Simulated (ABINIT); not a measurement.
# Quasiparticle gap of Cl (Cmce) in ABINIT, part 3 of 3

Aim: the G0W0 gap of Cl (Cmce) on PBE, step by step.

ABINIT 10.8.3; PBE and many-body steps on it, plane waves. Known limits of the many-body steps: not at the basis limit; coarse k mesh.

So far. Step 3 (Bands along the symmetry lines): The gap is 2.457 eV, −0.012 eV from the run before at this level. Step 4 (Empty states on the mesh, 4×4×2 mesh, 111 bands): On this mesh the gap is 2.469 eV.

**5. Screening, 4×4×2 mesh, 101 bands, screening to 108.8 eV**

The RPA dielectric matrix is built and inverted for each q.

This step: RPA screening on PBE, plane waves, norm-conserving pseudopotentials.

The input, run.abi:

```
acell 3*1.0 Angstrom
rprim 
  3.145000000000 -2.250000000000 0.000000000000
  3.145000000000 2.250000000000 0.000000000000
  0.000000000000 0.000000000000 8.210000000000
ntypat 1
znucl 17
natom 4
typat 1 1 1 1
xred 
  0.870000000000 0.130000000000 0.100000000000
  0.630000000000 0.370000000000 0.600000000000
  0.130000000000 0.870000000000 0.900000000000
  0.370000000000 0.630000000000 0.400000000000
pp_dirpath "pseudos"
pseudos "Cl.upf"
ecut 25
ngkpt 4 4 2
nshiftk 1
shiftk 0 0 0
kptopt 1
chksymbreak 0
istwfk *1
occopt 1
irdwfk 1
optdriver 3
nband 101
ecuteps 4
inclvkb 2
awtr 1
symchi 1
indata_prefix "in"
outdata_prefix "out"
tmpdata_prefix "tmp"
```

Run with:

```
$ OMP_NUM_THREADS=1 mpirun -n 8 abinit run.abi > log
```

Numbers of over 12 decimals in the logs are rounded to 6 here.

The program printed:

```text
.Version 10.8.3 of ABINIT. v10.8.2 released Aug 2026.

 Symmetries : space group Cm c a (# 64); Bravais oC (1-face-center ortho.)
[... echo of the input left out ...]
== DATASET  1 ==================================================================
-   mpi_nproc: 8, omp_nthreads: 1 (-1 if OMP is not activated)

--- !DatasetInfo
iteration_state: {dtset: 1, }
dimensions: {natom: 4, nkpt: 14, mband: 101, nsppol: 1, nspinor: 1, nspden: 1, mpw: 4726, }
cutoff_energies: {ecut:  25.0, pawecutdg:  -1.0, }
electrons: {nelect:   2.80000000E+01, charge:   0.00000000E+00, occopt:   1.00000000E+00, tsmear:   1.00000000E-02, }

 SCREENING: Calculation of the susceptibility and dielectric matrices

 Based on a program developped by R.W. Godby, V. Olevano, G. Onida, and L. Reining.
 Incorporated in ABINIT by V. Olevano, G.-M. Rignanese, and M. Torrent.
.Using double precision arithmetic ; gwpc =  8

[... cell and pseudopotentials left out ...]
--------------------------------------------------------------------------------

 ==== K-mesh for the wavefunctions ====
 Number of points in the irreducible wedge :    14
[... list of points left out ...]
 Together with  8 symmetry operations and time-reversal symmetry
 yields    32 points in the full Brillouin Zone.

 ==== Q-mesh for the screening function ====
 Number of points in the irreducible wedge :    14
[... list of points left out ...]
 Together with  8 symmetry operations and time-reversal symmetry
 yields    32 points in the full Brillouin Zone.

 setmesh: FFT mesh size selected  =    24x   24x   50
          total number of points  =        28800

 vcoul_init : cutoff-mode = AUXILIARY_FUNCTION
 q-points for optical limit:   1
     1)      0.000010    0.000020    0.000030

- screening: taking advantage of time-reversal symmetry
- Maximum band index for partially occupied states nbvw = 14
- Remaining bands to be divided among processors   nbcw = 87
- Number of bands treated by each node ~10

 Number of electrons calculated from density =   28.0000; Expected =   28.0000
 average of density, n =  0.035710
 r_s =    1.8838
 omega_plasma =   18.2284 [eV]

 calculating chi0 at frequencies [eV] :
  1    0.000000E+00    0.000000E+00
  2    0.000000E+00    1.822838E+01

--------------------------------------------------------------------------------
  q-point number  1        q = ( 0.000000, 0.000000, 0.000000) [r.l.u.]
--------------------------------------------------------------------------------
[... chi0 elements left out ...]
 For q-point:  0.000010 0.000020 0.000030
  dielectric constant =   2.8165
  dielectric constant without local fields =   3.4583

  Average fulfillment of the sum rule on Im[epsilon] for q-point    1 :     66.23  [%]
[... wings left out ...]
  q-point number  2        q = ( 0.250000, 0.000000, 0.000000) [r.l.u.]
--------------------------------------------------------------------------------
[... chi0 elements left out ...]
  Average fulfillment of the sum rule on Im[epsilon] for q-point    2 :     71.29  [%]

 [... 12 further q-points ...]
```

Run time: 41 s. Hardware: 8 MPI ranks of Intel Xeon Platinum 8488C (Sapphire Rapids), shared host; peak memory 2.2 GiB.

This step gave:

```
ε∞ with local fields, on this mesh, along the program's q direction : 2.817
the same without local fields                                       : 3.458
plasma frequency                                                    : 18.23 eV
plane waves in the screening matrix                                 : 299
```

Local fields lower ε∞ by 19 %. On a Γ-centred mesh this coarse the value itself is usually too large, while a short band sum pulls it down.

**6. Self-energy, 4×4×2 mesh, 101 bands, screening to 108.8 eV**

The self-energy is evaluated for the states that the input lists, and the levels follow from it, in one-shot runs by the linearised quasiparticle equation.

This step: G0W0 on PBE, plane waves, norm-conserving pseudopotentials.

Edit run.abi of step 5 so:

```diff
@@ -25,8 +25,17 @@
 irdwfk 1
-optdriver 3
+optdriver 4
 nband 101
+gwcalctyp 0
+ecutsigx 25
+symsigma 1
+nkptgw 2
+kptgw 
+  0.5000000000 0.5000000000 0.0000000000
+  0.0000000000 0.0000000000 0.0000000000
+bdgw 
+  13 16
+  13 16
 ecuteps 4
-inclvkb 2
-awtr 1
-symchi 1
+irdscr 1
+ppmodel 1
 indata_prefix "in"
```

The program printed:

```text
.Version 10.8.3 of ABINIT. v10.8.2 released Aug 2026.

 Symmetries : space group Cm c a (# 64); Bravais oC (1-face-center ortho.)
[... echo of the input left out ...]
== DATASET  1 ==================================================================
-   mpi_nproc: 8, omp_nthreads: 1 (-1 if OMP is not activated)

--- !DatasetInfo
iteration_state: {dtset: 1, }
dimensions: {natom: 4, nkpt: 14, mband: 101, nsppol: 1, nspinor: 1, nspden: 1, mpw: 4726, }
cutoff_energies: {ecut:  25.0, pawecutdg:  -1.0, }
electrons: {nelect:   2.80000000E+01, charge:   0.00000000E+00, occopt:   1.00000000E+00, tsmear:   1.00000000E-02, }

 SIGMA: Calculation of the GW corrections

 Based on a program developped by R.W. Godby, V. Olevano, G. Onida, and L. Reining.
 Incorporated in ABINIT by V. Olevano, G.-M. Rignanese, and M. Torrent.
.Using double precision arithmetic ; gwpc =  8

[... cell and pseudopotentials left out ...]
--------------------------------------------------------------------------------

 ==== K-mesh for the wavefunctions ====
 Number of points in the irreducible wedge :    14
[... list of points left out ...]
 Together with  8 symmetry operations and time-reversal symmetry
 yields    32 points in the full Brillouin Zone.

 ==== Q-mesh for screening function ====
 Number of points in the irreducible wedge :    14
[... list of points left out ...]
 Together with  8 symmetry operations and time-reversal symmetry
 yields    32 points in the full Brillouin Zone.

 vcoul_init : cutoff-mode = AUXILIARY_FUNCTION
 q-points for optical limit:   1
     1)      0.000010    0.000020    0.000030
 setmesh: FFT mesh size selected  =    36x   36x   72
          total number of points  =        93312

 Number of electrons calculated from density =   28.0000; Expected =   28.0000
 average of density, n =  0.035710
 r_s =    1.8838
 omega_plasma =   18.2284 [eV]

 === KS Band Gaps ===
  >>>> For spin  1
   Minimum direct gap =   2.5251 [eV], located at k-point      :   0.0000  0.0000  0.0000
   Fundamental gap    =   2.4691 [eV], Top of valence bands at :   0.5000  0.5000  0.0000
                                       Bottom of conduction at :   0.0000  0.0000  0.0000
 SIGMA fundamental parameters:
 PLASMON POLE MODEL  1
 number of plane-waves for SigmaX                 4675
 number of plane-waves for SigmaC and W            299
 number of plane-waves for wavefunctions          4675
 number of bands                                   101
 number of independent spin polarizations            1
 number of spinorial components                      1
 number of k-points in IBZ                          14
 number of q-points in IBZ                          14
 number of symmetry operations                       8
 number of k-points in BZ                           32
 number of q-points in BZ                           32
 number of frequencies for dSigma/dE                 9
 frequency step for dSigma/dE [eV]                0.25
 number of omega for Sigma on real axis              0
 max omega for Sigma on real axis  [eV]           0.00
 zcut for avoiding poles [eV]                     0.10

 EPSILON^-1 parameters (SCR file):
 dimension of the eps^-1 matrix on file            299
 dimension of the eps^-1 matrix used               299
 number of plane-waves for wavefunctions          4675
 number of bands                                   101
 number of q-points in IBZ                          14
 number of frequencies                               2
 number of real frequencies                          1
 number of imag frequencies                          1

 matrix elements of self-energy operator (all in [eV])

 Perturbative Calculation

--- !SelfEnergy_ee
iteration_state: {dtset: 1, }
kpoint     : [   0.500,    0.500,    0.000, ]
spin       : 1
KS_gap     :    2.546
QP_gap     :    5.775
Delta_QP_KS:    3.229
data: !SigmaeeData |
     Band     E0 <VxcDFT>   SigX SigC(E0)      Z dSigC/dE  Sig(E)    E-E0       E
       13  -1.186 -14.321 -18.741   2.716   0.790  -0.265 -15.668  -1.347  -2.533
       14  -0.824 -14.674 -19.122   2.694   0.793  -0.260 -16.066  -1.392  -2.216
       15   1.722 -14.106  -8.998  -2.797   0.795  -0.258 -12.269   1.837   3.560
       16   1.912 -14.243  -9.064  -2.811   0.793  -0.261 -12.365   1.878   3.790

--- !SelfEnergy_ee
iteration_state: {dtset: 1, }
kpoint     : [   0.000,    0.000,    0.000, ]
spin       : 1
KS_gap     :    2.525
QP_gap     :    5.688
Delta_QP_KS:    3.163
data: !SigmaeeData |
     Band     E0 <VxcDFT>   SigX SigC(E0)      Z dSigC/dE  Sig(E)    E-E0       E
       13  -0.970 -14.511 -19.022   2.721   0.793  -0.262 -15.930  -1.419  -2.389
       14  -0.880 -14.708 -19.184   2.726   0.792  -0.262 -16.095  -1.387  -2.267
       15   1.645 -13.980  -8.981  -2.771   0.797  -0.255 -12.204   1.776   3.421
       16   2.208 -14.626  -9.222  -2.936   0.789  -0.267 -12.679   1.948   4.155

== END DATASET(S) ==============================================================
================================================================================

 -outvars: echo values of variables after computation  --------
           etotal      0.0000000000E+00
            nband         101
             nkpt          14
          spgroup          64
 [... the other variables as echoed above ...]

 Calculation completed.
```

Elapsed: 7.8 s, on 8 MPI ranks; peak memory 2 GiB; 61 s of CPU time.

This step gave:

```yaml
g0w0_gap_on_the_points_computed: 5.637 eV
starting_gap_on_the_mesh: 2.469 eV
k_of_the_valence_top: 0.5, 0.5, 0
k_of_the_conduction_bottom: 0, 0, 0
z_at_the_valence_top: 0.793
z_at_the_conduction_bottom: 0.797
least_direct_g0w0_gap_on_the_computed_points: 5.688 eV
```

The gap on the mesh goes from 2.47 eV to 5.64 eV, a correction of +3.17 eV.

Limits: finite bands, cutoff and mesh; coarse k mesh. v1 is the top filled band, c1 the lowest empty one. Levels before and after the correction, in eV, zero at the valence-band top of each column:

```tsv
	conduction bottom	valence top
Kohn-Sham	2.47	0.00
G0W0	5.64	0.00
```

```tsv
	level	energy (eV)
Kohn-Sham	(0.5 0.5 0) v2	-0.362
Kohn-Sham	(0.5 0.5 0) v1	0.000
Kohn-Sham	(0.5 0.5 0) c1	2.546
Kohn-Sham	(0.5 0.5 0) c2	2.736
Kohn-Sham	Γ v2	-0.146
Kohn-Sham	Γ v1	-0.056
Kohn-Sham	Γ c1	2.469
Kohn-Sham	Γ c2	3.031
G0W0	(0.5 0.5 0) v2	-0.317
G0W0	(0.5 0.5 0) v1	0.000
G0W0	(0.5 0.5 0) c1	5.776
G0W0	(0.5 0.5 0) c2	6.006
G0W0	Γ v2	-0.173
G0W0	Γ v1	-0.051
G0W0	Γ c1	5.637
G0W0	Γ c2	6.371
```

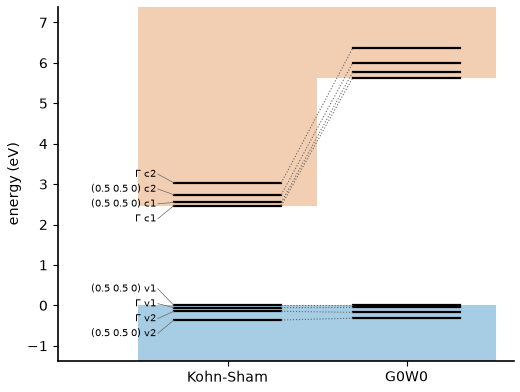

Levels before and after the correction. Shaded: valence and conduction bands.

**7. Where the time went**

Times are wall times on 8 MPI ranks of Intel Xeon Platinum 8488C (Sapphire Rapids), shared host, good to a factor of about two.

```tsv
step	time	share	memory (GiB)
ground state	16 s	14 %	0.71
bands along the symmetry lines	18 s	16 %	0.69
empty states on the mesh	31 s	27 %	0.71
screening	41 s	36 %	2.2
self-energy	7.8 s	7 %	2.0
```

**8. What came out**

* PBE gap: 2.46 eV, indirect
* G0W0 gap on the mesh: 5.64 eV
* GW settings: 4×4×2 mesh, 101 bands, screening to 108.8 eV, Godby-Needs plasmon pole
* known limits: not at the basis limit; coarse k mesh

G0W0 moves the gap on the mesh from 2.47 eV to 5.64 eV (+3.17 eV), with Z of 0.79 and 0.80 at the edges. Local fields lower the RPA ε∞ on this mesh from 3.46 to 2.82; a Γ-centred mesh this coarse tends to raise both, most where the direct gap is narrow, while a short band sum lowers them. Only 2 of the mesh's irreducible points were corrected, so a valley elsewhere could overtake. Bands and cutoff are finite, so the gap is not at the basis limit. The miss can reach some tenths of an eV and take either sign; the mesh is an error of its own. In the G0W0 run levels were corrected at 2 k points alone, so a gap called «on the mesh» is the least over those, and an edge elsewhere would be missed. The 4×4×2 mesh is coarse for this cell, which bears on the long-range parts of exchange and screening.

[Paths, hosts, dates, memory and timing lines, banners, echoed tables and standing remarks are left out of the program output.]

[Logs are printed without paths, hosts, clocks, repeated set-up lines and the standing remarks that a program may print on its own settings, such as how far it seeks lower states.]

[Runs of the session that timed out or met a known fault of the program may be left out.]

[Hosts, paths, dates, database ids (printed as entryN), source tags and the programs' standing remarks are cut or masked in the printed files.]

[G0W0 gaps are taken among the corrected bands and points alone; a level outside them can change the order at an edge.]

[Where Ansatz stands beside ABINIT at settings called matched, ABINIT's density can come from a denser mesh and the files from another edition; pairs whose starting gaps differed by over 0.03 eV were left out, so agreement reads better than it is.]
